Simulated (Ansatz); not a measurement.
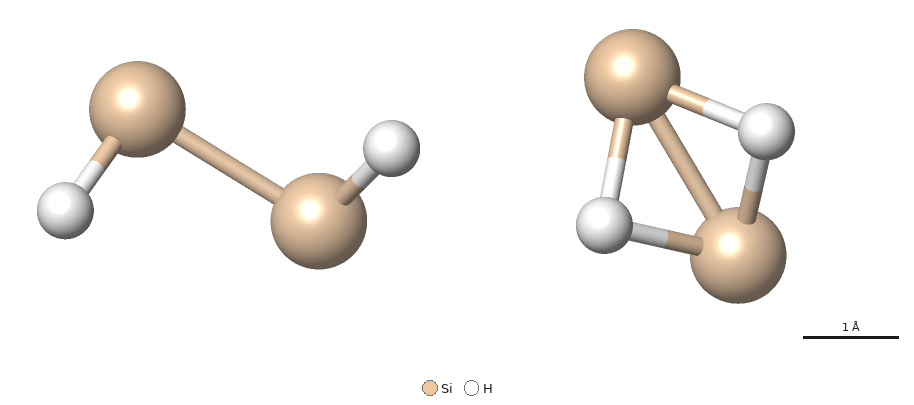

Two geometries of Si$_{2}$H$_{2}$, drawn at one scale. One is the start of a relaxation, the other its converged end. Style: ball-and-stick. Shown face on.

The calculation used RKS PBE0-D4/def2-TZVP in Ansatz 0.2.0. Set-up: force threshold 0.005 eV/Å; at most 200 steps.

### Which one is relaxed?

The right one is the relaxed one. The largest moves after the best rigid fit, 0.89 Å, are those of H atoms. By element the largest moves are H 0.89 Å, Si 0.54 Å. Near-neighbour distances that change, for instance: H–Si 2.842 → 1.677 Å, H–Si 1.514 → 1.677 Å, Si–Si 2.251 → 2.203 Å. Bond angles that change, for instance: Si–Si–H 95.8° → 48.9°. The energy falls by 105.5 kJ/mol in 11 geometry steps. The largest force component goes from 0.12 to 0.0041 eV/Å. The run took of the order of 10 core-seconds on a shared host.
